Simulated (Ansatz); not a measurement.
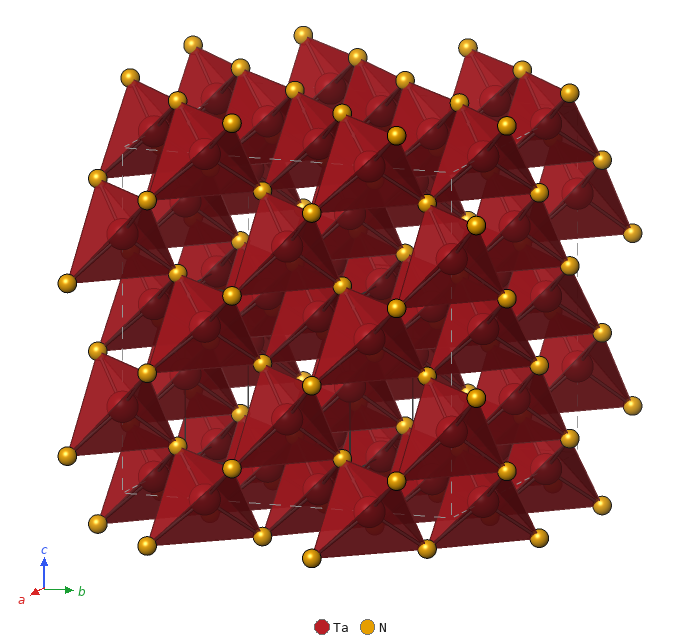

Polyhedra are drawn about Ta (bonds: N–Ta below 2.3 Å); other atoms are plain spheres.

Ta3N4 (space group P-43m, No. 215): the geometry relaxed with DFT PBE, scalar-relativistic, plane waves, PAW in Ansatz; the starting structure was generated, so it need not be a known form of this composition.

**What figure surrounds each Ta atom, and what does it share with the other drawn polyhedra?**

Ta: TaN4 tetrahedron, sharing corners with eight neighbours.

**What is the connectivity of the polyhedra: isolated, groups, chains, layers or framework?**

They form a three-dimensional framework of corner-sharing tetrahedra.

**How far apart are the centres of linked polyhedra?**

Centre to centre across a shared corner: 3.31 Å.
